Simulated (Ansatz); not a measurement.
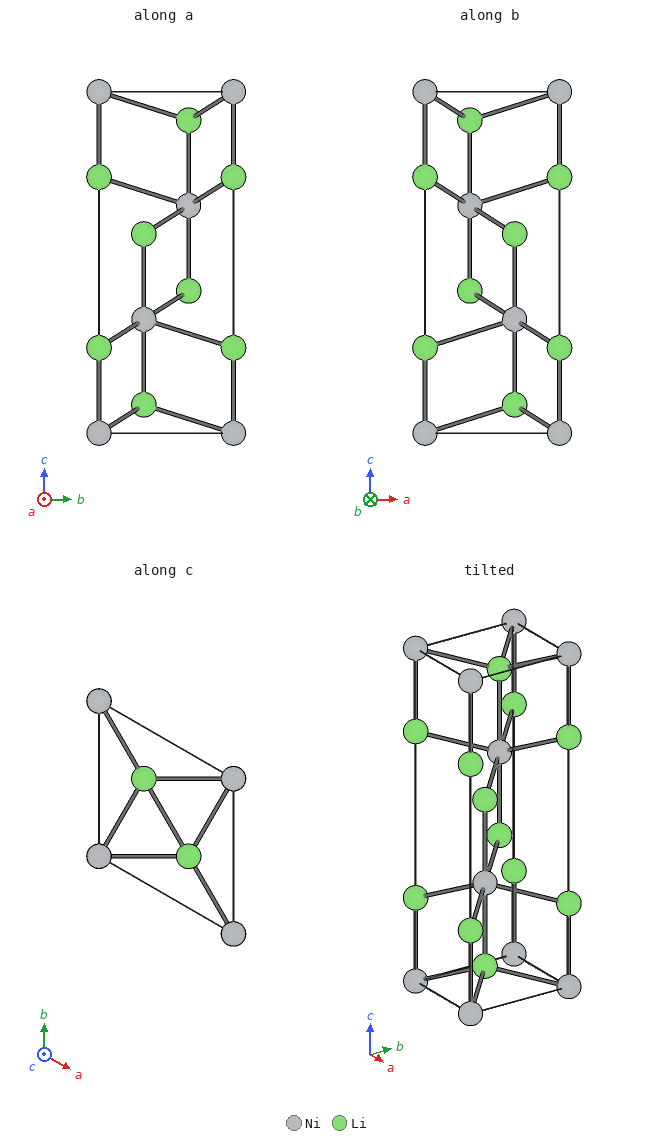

A ball-and-stick rendering, viewed along the a axis, along the b axis, along the c axis and slightly off an axis. Thin lines show the conventional unit cell, with boundary atoms drawn in all their periodic places.

Lattice parameters: a = 3.761 Å, b = 3.761 Å, c = 8.272 Å, α = 90.00°, β = 90.00°, γ = 120.00°.

Q: Give the structure in the form of a table of Wyckoff sites.

A: Space group R-3m:H (No. 166).
```json
{"atom": "Ni", "site": "3a", "x": "0.0000", "y": "0.0000", "z": "0.0000"}
{"atom": "Li", "site": "6c", "x": "0.3333", "y": "0.6667", "z": "0.9167"}
```

Note that this is a generated cell, made by putting these elements into a known structure type (the compound may or may not exist in this form), and that it hasn't been relaxed. It was the input of a calculation with Ansatz.
